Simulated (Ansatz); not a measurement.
Run report: Si$_{2}$H$_{3}$O, geometry relaxation

- system: Si$_{2}$H$_{3}$O, multiplicity 2
- method: UKS PBE0-D4/def2-TZVP (Ansatz 0.2.0)

Figures and captions count atoms from 1; the log counts them from 0 in places.

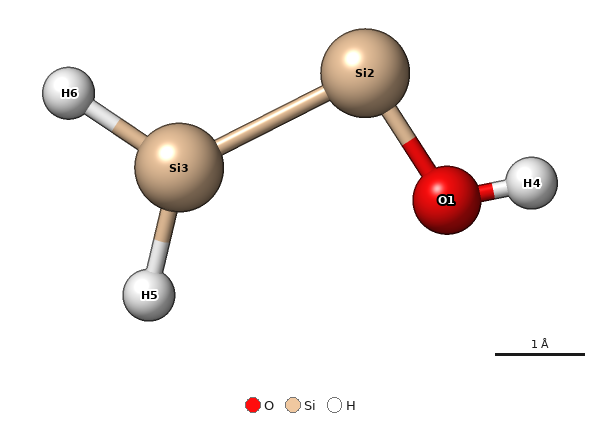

**Figure 1.** The starting structure (ball-and-stick view, seen on its broad side; atoms are numbered from 1 in the order of the input). Bond lengths as drawn: H–O 0.98 Å, H–Si 1.51 Å, O–Si 1.71 Å and Si–Si 2.36 Å.

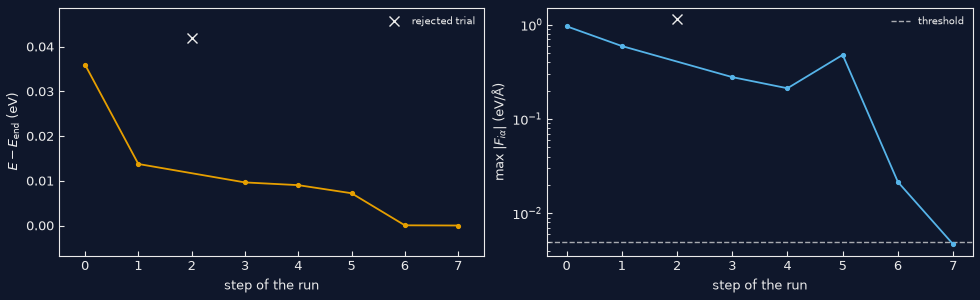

**Figure 2.** Progress of the relaxation, step by step (the first geometry is step 0 here and step 1 in the log).

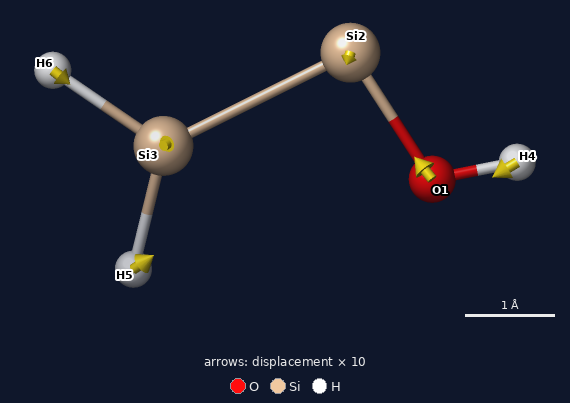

**Figure 3.** The starting structure with the displacements as yellow arrows, magnified 10 times (ball-and-stick view, seen at a tilt). The two geometries are laid on each other by the best rigid fit. After 7 geometry steps the energy has fallen by 0.036 eV. The largest force component goes from 0.97 to 0.0047 eV/Å. The line search rejected the trial step at point 2 (counted from 0) and went back. The largest moves after the best rigid fit, 0.033 Å, are those of O1 and H4. Largest moves by element: H 0.033 Å, O 0.033 Å, Si 0.018 Å. Among the contacts that change: O1–Si2 1.709 → 1.669 Å, Si3–H5 1.512 → 1.492 Å, Si2–Si3 2.360 → 2.339 Å, O1–H4 0.976 → 0.961 Å. Among the angles that change: Si2–O1–H4 111.3° → 113.9°. (Atoms are counted from 1 in the order of the input.)

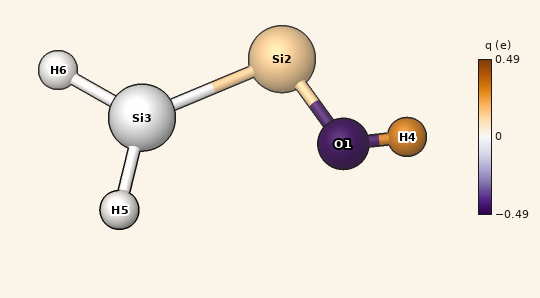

**Figure 4.** Mulliken charges, as the colour of each atom (ball-and-stick view, seen at a tilt; atoms are numbered from 1 in the order of the input). By element: O −0.47, Si −0.01 to +0.15 and H 0.00 to +0.32 e.

The input that produced these results follows, with the program's output.

The input
```yaml
crystal:
  periodic: [false, false, false]
  atoms:
    - {symbol: O, position_ang: [-1.368853, -0.794656, -0.880100]}
    - {symbol: Si, position_ang: [-0.945041, -0.642068, 0.768760]}
    - {symbol: Si, position_ang: [0.950461, 0.716583, 0.405988]}
    - {symbol: H, position_ang: [-2.157163, -1.358563, -0.993237]}
    - {symbol: H, position_ang: [1.693582, 0.995616, -0.881304]}
    - {symbol: H, position_ang: [1.827015, 1.083088, 1.579894]}
basis:
  gaussian: {orbitals: def2-TZVP}
magnetization: {spin_polarized: true, initial_magnetization: 1}
hamiltonian: {xc: pbe0, dispersion: d4}
relax: {f_tol: 0.005, max_steps: 200}
```

Launch command:
```bash
ansatz run in.yaml --threads 2 --pin off --events-out ev --progress --plain --max-ram 4352MiB
```

Log
```
Functional definition: PBE0
  name "PBE0"
  cite "Adamo & Barone, J. Chem. Phys. 110, 6158 (1999) doi:10.1063/1.478522"
  cite "Perdew, Burke & Ernzerhof, Phys. Rev. Lett. 77, 3865 (1996) doi:10.1103/PhysRevLett.77.3865"
  parent pbe
  parameter a = 0.25
  parameter kappa = 0.804
  parameter beta = 0.06672455060314922
  exchange = (1 - a)*pbe_x(kappa = kappa, mu = beta*pi^2/3) + a*exact_x
  correlation = pbe_c(beta = beta)
819 factors; their error is unknown
mean field evaluation 1: about -17837.3553 eV, gradient 3.7e1 eV
mean field evaluation 2: about -17811.7938 eV, gradient 8.5e1 eV
mean field evaluation 4: about -17842.1145 eV, gradient 2.6e0 eV
mean field evaluation 8: about -17842.2316 eV, gradient 1.6e-1 eV
mean field evaluation 16: about -17842.2322 eV, gradient 2.7e-3 eV
mean field -17842.23217509 eV, -655.6899385351 hartree, gradient 3.1e-5 eV, S^2 0.767170; 2 other end points of the search recorded, 0 dependent functions left out
the calculation of the forces begins
reference -17842.23220493 eV, -655.6899396319 hartree; 20, 19 occupied and 103, 104 virtual orbitals, 819 factors
relax step   1: F+E_penalty+E_count = -17842.34076434 eV  Δ(F+E_penalty+E_count) = +0.000e0 eV  max|allowed force component| = 9.670e-1 eV/Å  Δτ_max = 0.0000 Å  (51 SCF iters, accepted)
these checks for a lower state are left out or cut short: starts, cluster_reference, orbital_swaps, neighbouring_geometries, increment
819 factors; their error is unknown
mean field evaluation 32: about -17842.2540 eV, gradient 5.4e-4 eV
mean field -17842.25396435 eV, -655.6907392756 hartree, gradient 4.6e-5 eV, S^2 0.766057; 0 other end points of the search recorded, 0 dependent functions left out
the calculation of the forces begins
reference -17842.25399417 eV, -655.6907403715 hartree; 20, 19 occupied and 103, 104 virtual orbitals, 819 factors
relax step   2: F+E_penalty+E_count = -17842.36297457 eV  Δ(F+E_penalty+E_count) = -2.221e-2 eV  max|allowed force component| = 5.967e-1 eV/Å  Δτ_max = 0.0513 Å  (41 SCF iters, accepted)
these checks for a lower state are left out or cut short: starts, cluster_reference, orbital_swaps, neighbouring_geometries, increment
819 factors; their error is unknown
mean field -17842.22518373 eV, -655.6896816073 hartree, gradient 1.4e-5 eV, S^2 0.769908; 0 other end points of the search recorded, 0 dependent functions left out
the calculation of the forces begins
reference -17842.22521339 eV, -655.6896826973 hartree; 20, 19 occupied and 103, 104 virtual orbitals, 819 factors
relax step   3: F+E_penalty+E_count = -17842.33470442 eV  Δ(F+E_penalty+E_count) = +2.827e-2 eV  max|allowed force component| = 1.161e0 eV/Å  Δτ_max = 0.1315 Å  (49 SCF iters, rejected (line search))
these checks for a lower state are left out or cut short: starts, cluster_reference, orbital_swaps, neighbouring_geometries, increment
819 factors; their error is unknown
mean field -17842.25724130 eV, -655.6908597013 hartree, gradient 3.6e-5 eV, S^2 0.764586; 0 other end points of the search recorded, 0 dependent functions left out
the calculation of the forces begins
reference -17842.25727100 eV, -655.6908607930 hartree; 20, 19 occupied and 103, 104 virtual orbitals, 819 factors
relax step   4: F+E_penalty+E_count = -17842.36709839 eV  Δ(F+E_penalty+E_count) = -4.124e-3 eV  max|allowed force component| = 2.791e-1 eV/Å  Δτ_max = 0.0657 Å  (44 SCF iters, accepted)
these checks for a lower state are left out or cut short: starts, cluster_reference, orbital_swaps, neighbouring_geometries, increment
819 factors; their error is unknown
mean field -17842.25791880 eV, -655.6908845992 hartree, gradient 3.9e-5 eV, S^2 0.763175; 0 other end points of the search recorded, 0 dependent functions left out
the calculation of the forces begins
reference -17842.25794856 eV, -655.6908856927 hartree; 20, 19 occupied and 103, 104 virtual orbitals, 819 factors
relax step   5: F+E_penalty+E_count = -17842.36770753 eV  Δ(F+E_penalty+E_count) = -6.091e-4 eV  max|allowed force component| = 2.125e-1 eV/Å  Δτ_max = 0.0818 Å  (42 SCF iters, accepted)
these checks for a lower state are left out or cut short: starts, cluster_reference, orbital_swaps, neighbouring_geometries, increment
819 factors; their error is unknown
mean field evaluation 64: about -17842.2603 eV, gradient 4.7e-3 eV
mean field -17842.26027860 eV, -655.6909713201 hartree, gradient 9.3e-6 eV, S^2 0.766591; 0 other end points of the search recorded, 0 dependent functions left out
the calculation of the forces begins
reference -17842.26030838 eV, -655.6909724146 hartree; 20, 19 occupied and 103, 104 virtual orbitals, 819 factors
relax step   6: F+E_penalty+E_count = -17842.36951821 eV  Δ(F+E_penalty+E_count) = -1.811e-3 eV  max|allowed force component| = 4.804e-1 eV/Å  Δτ_max = 0.1026 Å  (44 SCF iters, accepted)
these checks for a lower state are left out or cut short: starts, cluster_reference, orbital_swaps, neighbouring_geometries, increment
819 factors; their error is unknown
mean field -17842.26747035 eV, -655.6912356122 hartree, gradient 4.1e-5 eV, S^2 0.765329; 0 other end points of the search recorded, 0 dependent functions left out
the calculation of the forces begins
reference -17842.26750012 eV, -655.6912367060 hartree; 20, 19 occupied and 103, 104 virtual orbitals, 819 factors
relax step   7: F+E_penalty+E_count = -17842.37669330 eV  Δ(F+E_penalty+E_count) = -7.175e-3 eV  max|allowed force component| = 2.150e-2 eV/Å  Δτ_max = 0.0317 Å  (45 SCF iters, accepted)
these checks for a lower state are left out or cut short: starts, cluster_reference, orbital_swaps, neighbouring_geometries, increment
819 factors; their error is unknown
mean field -17842.26755161 eV, -655.6912385984 hartree, gradient 1.6e-5 eV, S^2 0.765675; 0 other end points of the search recorded, 0 dependent functions left out
the calculation of the forces begins
reference -17842.26758138 eV, -655.6912396922 hartree; 20, 19 occupied and 103, 104 virtual orbitals, 819 factors
relax step   8: F+E_penalty+E_count = -17842.37673638 eV  Δ(F+E_penalty+E_count) = -4.309e-5 eV  max|allowed force component| = 4.695e-3 eV/Å  Δτ_max = 0.0036 Å  (37 SCF iters, accepted)
819 factors; their error is unknown
mean field evaluation 96: about -17842.2674 eV, gradient 5.3e-2 eV
mean field -17842.26755161 eV, -655.6912385984 hartree, gradient 1.8e-5 eV, S^2 0.765675; 3 other end points of the search recorded, 0 dependent functions left out
the calculation of the forces begins
reference -17842.26758138 eV, -655.6912396922 hartree; 20, 19 occupied and 103, 104 virtual orbitals, 819 factors
Total energy: -17842.37676615 eV, -655.6952521586 hartree
Atom 0 at    -1.352416    -0.797383    -0.851232 Å, force    -0.000550    -0.001309     0.004695 eV/Å
Atom 1 at    -0.942032    -0.631695     0.757904 Å, force    -0.000052     0.000766    -0.003415 eV/Å
Atom 2 at     0.950167     0.698189     0.405500 Å, force    -0.000568     0.000696    -0.000990 eV/Å
Atom 3 at    -2.133327    -1.336683    -1.000038 Å, force    -0.000232    -0.000121    -0.001175 eV/Å
Atom 4 at     1.664784     0.988536    -0.871213 Å, force     0.001046     0.000731    -0.000234 eV/Å
Atom 5 at     1.812824     1.079035     1.559081 Å, force     0.000356    -0.000763     0.001120 eV/Å
Dipole moment:    -0.165243    -0.106423    -0.080618 e Å
```

Trajectory as extended XYZ (Å, eV, eV/Å), 8 frames, from step=1 to step=8
```
6
Properties=species:S:1:pos:R:3:forces:R:3 step=1 energy=-17842.34076
O    -1.3689   -0.7947   -0.8801   -0.3493  -0.3513   0.8721
Si   -0.9450   -0.6421    0.7688   -0.0360   0.0632  -0.9670
Si    0.9505    0.7166    0.4060    0.1793   0.0110   0.0167
H    -2.1572   -1.3586   -0.9932    0.5734   0.4214   0.0487
H     1.6936    0.9956   -0.8813   -0.1802  -0.0668   0.2924
H     1.8270    1.0831    1.5799   -0.1873  -0.0775  -0.2628
6
Properties=species:S:1:pos:R:3:forces:R:3 step=2 energy=-17842.36298
O    -1.3315   -0.8298   -0.8776   -0.2473  -0.0748   0.5967
Si   -0.9369   -0.6330    0.7585   -0.1175  -0.0436  -0.5646
Si    0.9428    0.7134    0.4077    0.1103   0.0035  -0.0141
H    -2.1613   -1.3185   -0.9837    0.3568   0.1441  -0.0225
H     1.6699    0.9921   -0.8702   -0.0436  -0.0141   0.0687
H     1.8170    1.0758    1.5653   -0.0587  -0.0151  -0.0642
6
Properties=species:S:1:pos:R:3:forces:R:3 step=3 energy=-17842.33470 accepted=F
O    -1.3830   -0.7093   -0.8664   -0.9584  -1.1605   0.0961
Si   -0.9311   -0.6261    0.7486   -0.0794  -0.0364  -0.1288
Si    0.9415    0.6982    0.4065   -0.0802   0.0571   0.0394
H    -2.0909   -1.3945   -0.9780    0.9142   1.0620   0.0236
H     1.6590    0.9640   -0.8600    0.0884   0.0371  -0.1853
H     1.8045    1.0678    1.5493    0.1155   0.0408   0.1550
6
Properties=species:S:1:pos:R:3:forces:R:3 step=4 energy=-17842.36710
O    -1.3136   -0.7793   -0.8395   -0.2791  -0.1862  -0.0267
Si   -0.9532   -0.6376    0.7843    0.1369   0.1077  -0.0821
Si    0.9294    0.6875    0.3935    0.0614   0.0134   0.2032
H    -2.0990   -1.3122   -1.0012    0.0685   0.0450  -0.0654
H     1.6424    0.9769   -0.8839   -0.0302  -0.0152  -0.0137
H     1.7940    1.0646    1.5467    0.0424   0.0353  -0.0153
6
Properties=species:S:1:pos:R:3:forces:R:3 step=5 energy=-17842.36771
O    -1.3107   -0.7897   -0.8274   -0.1074  -0.0598  -0.2125
Si   -0.9658   -0.6112    0.7933   -0.1444  -0.1150   0.0727
Si    0.9428    0.6776    0.4389    0.0447   0.0389  -0.0694
H    -2.0844   -1.3149   -1.0612    0.1566   0.1082   0.1903
H     1.5659    0.9485   -0.8890    0.0556   0.0254   0.0373
H     1.8521    1.0897    1.5454   -0.0051   0.0022  -0.0184
6
Properties=species:S:1:pos:R:3:forces:R:3 step=6 energy=-17842.36952
O    -1.3623   -0.7671   -0.8582   -0.4485  -0.4438   0.1194
Si   -0.9430   -0.6247    0.7601   -0.0547  -0.0294  -0.1892
Si    0.9477    0.6978    0.4080    0.0291   0.0392   0.0017
H    -2.1200   -1.3630   -0.9975    0.4804   0.4372   0.0679
H     1.6609    0.9826   -0.8707   -0.0033  -0.0009  -0.0005
H     1.8167    1.0744    1.5583   -0.0031  -0.0023   0.0008
6
Properties=species:S:1:pos:R:3:forces:R:3 step=7 energy=-17842.37669
O    -1.3509   -0.7958   -0.8511   -0.0215  -0.0190  -0.0028
Si   -0.9433   -0.6292    0.7587   -0.0111  -0.0090   0.0034
Si    0.9502    0.6954    0.4061    0.0129   0.0114  -0.0004
H    -2.1307   -1.3374   -1.0005    0.0173   0.0159   0.0015
H     1.6612    0.9883   -0.8718    0.0031   0.0013  -0.0014
H     1.8133    1.0786    1.5587   -0.0008  -0.0006  -0.0004
6
Properties=species:S:1:pos:R:3:forces:R:3 step=8 energy=-17842.37674
O    -1.3524   -0.7974   -0.8512   -0.0006  -0.0013   0.0047
Si   -0.9420   -0.6317    0.7579   -0.0001   0.0008  -0.0034
Si    0.9502    0.6982    0.4055   -0.0006   0.0007  -0.0010
H    -2.1333   -1.3367   -1.0000   -0.0002  -0.0001  -0.0012
H     1.6648    0.9885   -0.8712    0.0010   0.0007  -0.0002
H     1.8128    1.0790    1.5591    0.0004  -0.0008   0.0011
```

Key numbers

```json
{"quantity": "outcome", "value": "converged"}
{"quantity": "total energy", "value": "−17842.3768 eV"}
{"quantity": "mean-field energy", "value": "−17842.2676 eV"}
{"quantity": "dispersion energy", "value": "−0.1092 eV"}
{"quantity": "⟨S²⟩", "value": "0.766"}
{"quantity": "SCF solution under orbital rotations", "value": "stable"}
{"quantity": "largest force (length of the vector) at the end", "value": "0.005 eV/Å"}
{"quantity": "dipole moment", "value": "1.02 D"}
{"quantity": "hardware", "value": "2 threads of Arm Neoverse V2, 95 GiB of memory available, shared host"}
{"quantity": "wall time", "value": "29 s (CPU time 55 s)"}
{"quantity": "peak memory", "value": "0.26 GiB"}
```
